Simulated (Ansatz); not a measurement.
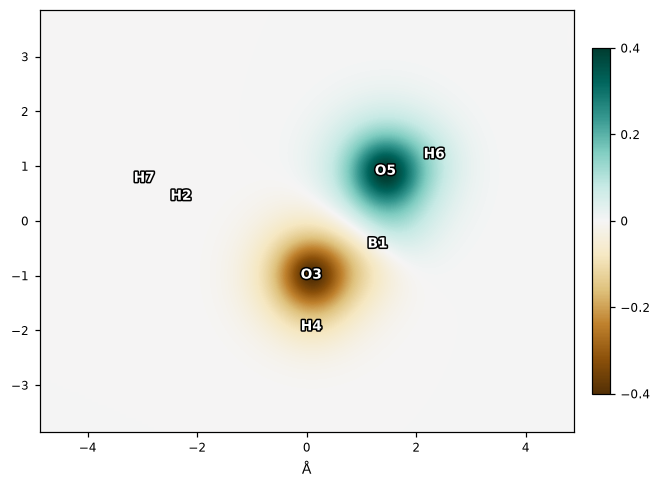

BH₂O₂···H₂ (doublet). The HOMO (β) on a plane 0.8 Å above the molecular plane (values in Å⁻³ᐟ²; the overall sign is arbitrary).

All numbers below come from UHF/def2-SVP in Ansatz.

Input file:

```
crystal:
  periodic: [false, false, false]
  atoms:
    - { symbol: B, position_ang: [-0.074301, -0.66201, -0.548222] }
    - { symbol: H, position_ang: [0.066092, -0.020395, 1.759439] }
    - { symbol: O, position_ang: [1.099501, -0.05616, -0.771386] }
    - { symbol: H, position_ang: [1.854778, -0.610815, -0.661118] }
    - { symbol: O, position_ang: [-1.229812, 0.003566, -0.674028] }
    - { symbol: H, position_ang: [-2.000608, -0.511459, -0.497684] }
    - { symbol: H, position_ang: [0.07445, 0.058673, 2.466599] }
magnetization:
  spin_polarized: true
  initial_magnetization: 1
basis:
  gaussian: { orbitals: def2-SVP }
hamiltonian:
  xc: hf
relax:
  f_tol: 0.03
  max_steps: 50
output:
  orbitals: {}
```

Run with:

```sh
ansatz run input.yaml --threads 1 --pin off --max-ram 2048MiB --backend cpu --events-out ev --progress --plain --runs-dir out
```

The fields are those of the run's last geometry, not of the input's.

**Describe this orbital and give its energy.**

It lies mainly on O5 (about 45 %) and O3 (about 40 %); it changes sign across the molecular plane (π type). Its energy is −13.98 eV.
